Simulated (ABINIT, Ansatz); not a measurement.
# A GW run on SiC (F-43m) in ABINIT, with inputs changed

What do changed inputs do to GW on SiC (F-43m)?

Calculated with ABINIT 10.8.3; PBE and many-body steps on it, plane waves.

### 1. The structure

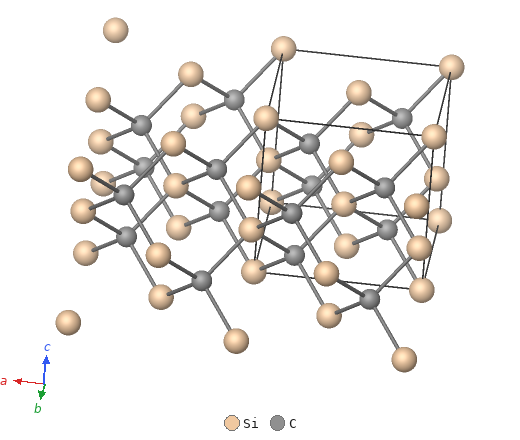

The starting structure, seen from a free direction (silicon light orange, carbon grey). 2×2×1 cells are drawn. This picture shows the conventional cell, with its axes. Bonds to atoms that aren't drawn are left out. Some periodic images of atoms are drawn too.

The cell and positions come from the Crystallography Open Database and are kept as given unless a step says otherwise.

### 2. Screening, 8×8×8 mesh, 157 bands, screening to 283 eV

This step: ABINIT 10.8.3; RPA screening on PBE, plane waves, norm-conserving pseudopotentials.

The RPA dielectric matrix is built and inverted for each q.

run.abi

```
acell 3*1.0 Angstrom
rprim 
  -0.000000000000 2.179000000000 2.179000000000
  2.179000000000 0.000000000000 2.179000000000
  2.179000000000 2.179000000000 -0.000000000000
ntypat 2
znucl 14 6
natom 2
typat 1 2
xred 
  0.000000000000 0.000000000000 0.000000000000
  0.250000000000 0.250000000000 0.250000000000
pp_dirpath "pseudos"
pseudos "Si.upf, C.upf"
ecut 37
ngkpt 8 8 8
nshiftk 1
shiftk 0 0 0
kptopt 1
chksymbreak 0
istwfk *1
occopt 1
irdwfk 1
optdriver 3
nband 157
ecuteps 10.4
inclvkb 2
awtr 1
symchi 1
indata_prefix "in"
outdata_prefix "out"
tmpdata_prefix "tmp"
```

On the command line:

```bash
$ OMP_NUM_THREADS=1 mpirun -n 8 abinit run.abi > log
```

The program printed:

```text
.Version 10.8.3 of ABINIT. v10.8.2 released Aug 2026.

 Symmetries : space group F-4 3 m (#216); Bravais cF (face-center cubic)
[... echo of the input left out ...]
== DATASET  1 ==================================================================
-   mpi_nproc: 8, omp_nthreads: 1 (-1 if OMP is not activated)

--- !DatasetInfo
iteration_state: {dtset: 1, }
dimensions: {natom: 2, nkpt: 29, mband: 157, nsppol: 1, nspinor: 1, nspden: 1, mpw: 1524, }
cutoff_energies: {ecut:  37.0, pawecutdg:  -1.0, }
electrons: {nelect:   8.00000000E+00, charge:   0.00000000E+00, occopt:   1.00000000E+00, tsmear:   1.00000000E-02, }

 SCREENING: Calculation of the susceptibility and dielectric matrices

 Based on a program developped by R.W. Godby, V. Olevano, G. Onida, and L. Reining.
 Incorporated in ABINIT by V. Olevano, G.-M. Rignanese, and M. Torrent.
.Using double precision arithmetic ; gwpc =  8

[... cell and pseudopotentials left out ...]
--------------------------------------------------------------------------------

 ==== K-mesh for the wavefunctions ====
 Number of points in the irreducible wedge :    29
[... list of points left out ...]
 Together with 24 symmetry operations and time-reversal symmetry
 yields   512 points in the full Brillouin Zone.

 ==== Q-mesh for the screening function ====
 Number of points in the irreducible wedge :    29
[... list of points left out ...]
 Together with 24 symmetry operations and time-reversal symmetry
 yields   512 points in the full Brillouin Zone.

 setmesh: FFT mesh size selected  =    25x   25x   25
          total number of points  =        15625

 vcoul_init : cutoff-mode = AUXILIARY_FUNCTION
 q-points for optical limit:   1
     1)      0.000010    0.000020    0.000030

- screening: taking advantage of time-reversal symmetry
- Maximum band index for partially occupied states nbvw = 4
- Remaining bands to be divided among processors   nbcw = 153
- Number of bands treated by each node ~19

 Number of electrons calculated from density =    8.0000; Expected =    8.0000
 average of density, n =  0.057292
 r_s =    1.6092
 omega_plasma =   23.0888 [eV]

 calculating chi0 at frequencies [eV] :
  1    0.000000E+00    0.000000E+00
  2    0.000000E+00    2.308880E+01

--------------------------------------------------------------------------------
  q-point number  1        q = ( 0.000000, 0.000000, 0.000000) [r.l.u.]
--------------------------------------------------------------------------------
[... chi0 elements left out ...]
 For q-point:  0.000010 0.000020 0.000030
  dielectric constant =   6.6712
  dielectric constant without local fields =   7.3105

  Average fulfillment of the sum rule on Im[epsilon] for q-point    1 :     95.08  [%]
[... wings left out ...]
  q-point number  2        q = ( 0.125000, 0.000000, 0.000000) [r.l.u.]
--------------------------------------------------------------------------------
[... chi0 elements left out ...]
  Average fulfillment of the sum rule on Im[epsilon] for q-point    2 :     97.51  [%]

 [... 27 further q-points ...]
```

The job ended after 2.9 min (8 MPI ranks of Intel Xeon at 2.80GHz (Skylake/Cascade Lake), shared host; peak memory 2.6 GiB; 23 min of CPU time).

This step gave:

| Property | Result |
| --- | --- |
| ε∞ with local fields, on this mesh, along the program's q direction | 6.671 |
| the same without local fields | 7.311 |
| plasma frequency | 23.09 eV |
| plane waves in the screening matrix | 229 |

Local fields lower ε∞ by 9 %.

### 3. Base

The self-energy is evaluated for the states that the input lists, and the levels follow from it, in one-shot runs by the linearised quasiparticle equation.

This step: G0W0 on PBE, plane waves, norm-conserving pseudopotentials.

run.abi, as its differences from that of step 2:

```diff
@@ -23,8 +23,17 @@
 irdwfk 1
-optdriver 3
+optdriver 4
 nband 157
+gwcalctyp 0
+ecutsigx 37
+symsigma 1
+nkptgw 2
+kptgw 
+  0.0000000000 0.0000000000 0.0000000000
+  0.5000000000 0.5000000000 0.0000000000
+bdgw 
+  2 8
+  3 6
 ecuteps 10.4
-inclvkb 2
-awtr 1
-symchi 1
+irdscr 1
+ppmodel 1
 indata_prefix "in"
```

The program printed:

```text
.Version 10.8.3 of ABINIT. v10.8.2 released Aug 2026.

 Symmetries : space group F-4 3 m (#216); Bravais cF (face-center cubic)
[... echo of the input left out ...]
== DATASET  1 ==================================================================
-   mpi_nproc: 8, omp_nthreads: 1 (-1 if OMP is not activated)

--- !DatasetInfo
iteration_state: {dtset: 1, }
dimensions: {natom: 2, nkpt: 29, mband: 157, nsppol: 1, nspinor: 1, nspden: 1, mpw: 1524, }
cutoff_energies: {ecut:  37.0, pawecutdg:  -1.0, }
electrons: {nelect:   8.00000000E+00, charge:   0.00000000E+00, occopt:   1.00000000E+00, tsmear:   1.00000000E-02, }

 SIGMA: Calculation of the GW corrections

 Based on a program developped by R.W. Godby, V. Olevano, G. Onida, and L. Reining.
 Incorporated in ABINIT by V. Olevano, G.-M. Rignanese, and M. Torrent.
.Using double precision arithmetic ; gwpc =  8

[... cell and pseudopotentials left out ...]
--------------------------------------------------------------------------------

 ==== K-mesh for the wavefunctions ====
 Number of points in the irreducible wedge :    29
[... list of points left out ...]
 Together with 24 symmetry operations and time-reversal symmetry
 yields   512 points in the full Brillouin Zone.

 ==== Q-mesh for screening function ====
 Number of points in the irreducible wedge :    29
[... list of points left out ...]
 Together with 24 symmetry operations and time-reversal symmetry
 yields   512 points in the full Brillouin Zone.

 vcoul_init : cutoff-mode = AUXILIARY_FUNCTION
 q-points for optical limit:   1
     1)      0.000010    0.000020    0.000030
 setmesh: FFT mesh size selected  =    32x   32x   32
          total number of points  =        32768

 Number of electrons calculated from density =    8.0000; Expected =    8.0000
 average of density, n =  0.057292
 r_s =    1.6092
 omega_plasma =   23.0888 [eV]

 === KS Band Gaps ===
  >>>> For spin  1
   Minimum direct gap =   4.5530 [eV], located at k-point      :   0.5000  0.5000  0.0000
   Fundamental gap    =   1.3613 [eV], Top of valence bands at :   0.0000  0.0000  0.0000
                                       Bottom of conduction at :   0.5000  0.5000  0.0000
 SIGMA fundamental parameters:
 PLASMON POLE MODEL  1
 number of plane-waves for SigmaX                 1459
 number of plane-waves for SigmaC and W            229
 number of plane-waves for wavefunctions          1459
 number of bands                                   157
 number of independent spin polarizations            1
 number of spinorial components                      1
 number of k-points in IBZ                          29
 number of q-points in IBZ                          29
 number of symmetry operations                      24
 number of k-points in BZ                          512
 number of q-points in BZ                          512
 number of frequencies for dSigma/dE                 9
 frequency step for dSigma/dE [eV]                0.25
 number of omega for Sigma on real axis              0
 max omega for Sigma on real axis  [eV]           0.00
 zcut for avoiding poles [eV]                     0.10

 EPSILON^-1 parameters (SCR file):
 dimension of the eps^-1 matrix on file            229
 dimension of the eps^-1 matrix used               229
 number of plane-waves for wavefunctions          1459
 number of bands                                   157
 number of q-points in IBZ                          29
 number of frequencies                               2
 number of real frequencies                          1
 number of imag frequencies                          1

 matrix elements of self-energy operator (all in [eV])

 Perturbative Calculation

--- !SelfEnergy_ee
iteration_state: {dtset: 1, }
kpoint     : [   0.000,    0.000,    0.000, ]
spin       : 1
KS_gap     :    6.223
QP_gap     :    7.140
Delta_QP_KS:    0.917
data: !SigmaeeData |
     Band     E0 <VxcDFT>   SigX SigC(E0)      Z dSigC/dE  Sig(E)    E-E0       E
        2   6.835 -14.927 -17.547   1.779   0.792  -0.263 -15.593  -0.666   6.169
        3   6.835 -14.927 -17.547   1.779   0.792  -0.263 -15.593  -0.666   6.169
        4   6.835 -14.927 -17.547   1.779   0.792  -0.263 -15.593  -0.666   6.169
        5  13.058 -13.214  -7.586  -5.311   0.790  -0.266 -12.963   0.251  13.310
        6  14.146 -11.329  -5.851  -5.150   0.806  -0.241 -11.065   0.264  14.411
        7  14.146 -11.329  -5.851  -5.150   0.806  -0.241 -11.065   0.264  14.411
        8  14.146 -11.329  -5.851  -5.150   0.806  -0.241 -11.065   0.264  14.411

--- !SelfEnergy_ee
iteration_state: {dtset: 1, }
kpoint     : [   0.500,    0.500,    0.000, ]
spin       : 1
KS_gap     :    4.553
QP_gap     :    5.610
Delta_QP_KS:    1.057
data: !SigmaeeData |
     Band     E0 <VxcDFT>   SigX SigC(E0)      Z dSigC/dE  Sig(E)    E-E0       E
        3   3.643 -13.566 -17.410   2.626   0.782  -0.279 -14.518  -0.952   2.691
        4   3.643 -13.566 -17.410   2.626   0.782  -0.279 -14.518  -0.952   2.691
        5   8.196 -10.510  -6.435  -3.946   0.820  -0.219 -10.405   0.105   8.301
        6  11.168 -10.772  -5.999  -4.441   0.822  -0.216 -10.499   0.274  11.442

== END DATASET(S) ==============================================================
================================================================================

 -outvars: echo values of variables after computation  --------
           etotal      0.0000000000E+00
            nband         157
             nkpt          29
          spgroup         216
 [... the other variables as echoed above ...]

 Calculation completed.
```

Wall time 25 s (8 MPI ranks); peak memory 2.7 GiB.

Numbers from this step:

```
G0W0 gap on the points computed              : 2.132 eV
starting gap on the mesh                     : 1.361 eV
k of the valence top                         : 0, 0, 0
k of the conduction bottom                   : 0.5, 0.5, 0
Z at the valence top                         : 0.792
Z at the conduction bottom                   : 0.82
least direct G0W0 gap on the computed points : 5.61 eV
```

The gap on the mesh goes from 1.36 eV to 2.13 eV, a correction of +0.77 eV.

### 4. Unknown plasmon-pole model

run.abi, as its differences from that of step 3:

```diff
@@ -37,3 +37,3 @@
 irdscr 1
-ppmodel 1
+ppmodel 7
 indata_prefix "in"
```

The program printed:

```text
.Version 10.8.3 of ABINIT. v10.8.2 released Aug 2026.

 Symmetries : space group F-4 3 m (#216); Bravais cF (face-center cubic)
================================================================================
 Values of the parameters that define the memory need of the present run
     intxc =       0    ionmov =       0      iscf =       7    lmnmax =       6
     lnmax =       6     mgfft =      32  mpssoang =       3    mqgrid =    3001
     natom =       2  nloc_mem =       1    nspden =       1   nspinor =       1
    nsppol =       1      nsym =      24    n1xccc =    2501    ntypat =       2
    occopt =       1   xclevel =       2
-    mband =         157        mffmem =           1         mkmem =           4
       mpw =        1524          nfft =       32768          nkpt =          29
================================================================================
  Rough estimation (10% accuracy) of disk space for files :
================================================================================

--------------------------------------------------------------------------------
------------- Echo of variables that govern the present computation ------------
--------------------------------------------------------------------------------
 -outvars: echo values of preprocessed input variables --------
            acell      1.8897261259E+00  1.8897261259E+00  1.8897261259E+00 Bohr

             bdgw           2       8       3       6
      chksymbreak           0
             ecut      3.70000000E+01 Hartree
          ecuteps      1.04000000E+01 Hartree
         ecutsigx      3.70000000E+01 Hartree
          ecutwfn      3.70000000E+01 Hartree
-          fftalg         312
           irdscr           1
           irdwfk           1

[...]
nproj     2     2     2
  pspatm : epsatm=    9.34321561
         --- l  ekb(1:nproj) -->
[...]
pspatm: atomic psp has been read  and splines computed

- C Generated using ONCVPSP code by D. R. Hamann
-  6.00000   4.00000  171031                  znucl, zion, pspdat
12 -101130 1 -1 1248                          pspcod,pspxc,lmax,lloc,mmax
     nproj     2     2     0
  pspatm : epsatm=    4.31346680
         --- l  ekb(1:nproj) -->
             0    6.481548    0.385504
             1   -4.199961   -0.877517
 pspatm: atomic psp has been read  and splines computed

   1.09253459E+02                                ecore*ucvol(ha*bohr**3)
--------------------------------------------------------------------------------

 ==== K-mesh for the wavefunctions ====
 Number of points in the irreducible wedge :    29
 Reduced coordinates and weights :

     1)     0.00000000E+00  0.00000000E+00  0.00000000E+00       0.00195
     2)     1.25000000E-01  0.00000000E+00  0.00000000E+00       0.01563
     3)     2.50000000E-01  0.00000000E+00  0.00000000E+00       0.01563
[...]
Together with 24 symmetry operations and time-reversal symmetry
 yields   512 points in the full Brillouin Zone.

 ==== Q-mesh for screening function ====
 Number of points in the irreducible wedge :    29
 Reduced coordinates and weights :

[...]
28)    -3.75000000E-01  5.00000000E-01  1.25000000E-01       0.02344
    29)    -2.50000000E-01  5.00000000E-01  2.50000000E-01       0.01172

 Together with 24 symmetry operations and time-reversal symmetry
 yields   512 points in the full Brillouin Zone.

 vcoul_init : cutoff-mode = AUXILIARY_FUNCTION
 q-points for optical limit:   1
     1)      0.000010    0.000020    0.000030
 setmesh: FFT mesh size selected  =    32x   32x   32
          total number of points  =        32768

 Number of electrons calculated from density =    8.0000; Expected =    8.0000
 average of density, n =  0.057292
 r_s =    1.6092
 omega_plasma =   23.0888 [eV]

--- !BUG
message: |
    Wrong ppm%model: 7

--- !BUG
message: |
    Wrong ppm%model: 7

--- from the log ---
Wrong ppm%model: 7
```

Elapsed: 2.8 s, on 8 MPI ranks; peak memory 0.16 GiB.

The run stopped with an error after 2.8 s.

The program's words: Wrong ppm%model: 7

The fault put into this input: unknown plasmon-pole model.

### 5. Side by side

Times are wall times on 8 MPI ranks of Intel Xeon at 2.80GHz (Skylake/Cascade Lake), shared host, good to a factor of about two. A run's time includes the screening step that it read.

| run | mesh | bands | screening cutoff (eV) | DFT gap (eV) | gap on the mesh (eV) | direct (eV) | ε∞ used | time |
| --- | --- | --- | --- | --- | --- | --- | --- | --- |
| base | 8×8×8 | 157 | 283 | 1.361 | 2.132 | 5.610 | 6.67 | 3.3 min |

### 6. What came out

| Quantity | Value |
| --- | --- |
| base | 2.132 eV |
| known limits | not at the basis limit |

**Reading.** Bands and cutoff are finite, so the gap is not at the basis limit. The miss can reach some tenths of an eV and take either sign; the mesh is an error of its own. In the G0W0 run levels were corrected at 2 k points alone, so a gap called «on the mesh» is the least over those, and an edge elsewhere would be missed.

[Paths, hosts, dates, memory and timing lines, banners, echoed tables and standing remarks are left out of the program output.]

[Logs are printed without paths, hosts, clocks, repeated set-up lines and the standing remarks that a program may print on its own settings, such as how far it seeks lower states.]

[Runs of the session that timed out or met a known fault of the program may be left out.]

[Hosts, paths, dates, database ids (printed as entryN), source tags and the programs' standing remarks are cut or masked in the printed files.]

[G0W0 gaps are taken among the corrected bands and points alone; a level outside them can change the order at an edge.]

[Where Ansatz stands beside ABINIT at settings called matched, ABINIT's density can come from a denser mesh and the files from another edition; pairs whose starting gaps differed by over 0.03 eV were left out, so agreement reads better than it is.]
